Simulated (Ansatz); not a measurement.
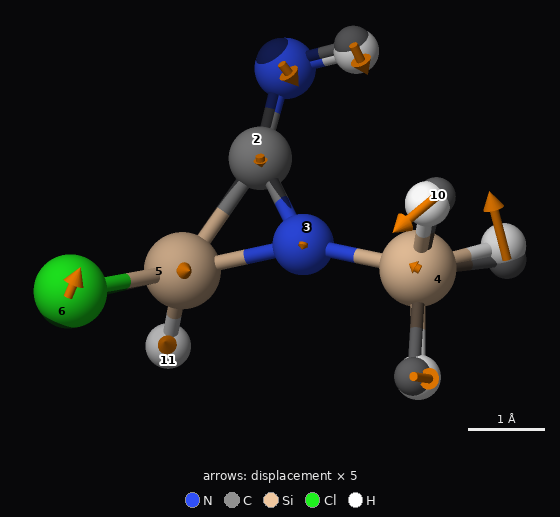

This is a relaxation of CH₅ClN₂Si₂. The starting structure is drawn faded, the final one solid; orange arrows show the displacements, magnified 5 times. The two geometries are superimposed by the best rigid fit.

Style: ball-and-stick. Shown at a tilt.

The start comes from PBE-D4/def2-SVP.

The calculation used RKS PBE0-D4/def2-TZVP (Ansatz). Settings: force threshold 0.005 eV/Å; at most 150 steps.

Which element moves most?

Answer. Hydrogen: up to 0.19 Å, against 0.09 Å for chlorine.

Describe the change and its energy.

Answer. The energy falls by 2.01 kcal/mol in 14 accepted moves (16 points after the start). The largest force component goes from 0.95 to 0.0025 eV/Å. The line search rejected the trial steps at points 3, 5 of the run. The largest move after the best rigid fit is that of an H atom, 0.19 Å. Largest moves by element: H 0.19 Å, Cl 0.09 Å, N 0.08 Å, Si 0.05 Å, C 0.04 Å. Some distances before and after: N–Si 1.765 → 1.722 Å, Cl–Si 2.069 → 2.032 Å, C–Si 1.840 → 1.804 Å, N–Si 1.772 → 1.739 Å. Bond angles that change, for instance: N–C–Si 156.4° → 158.8°.
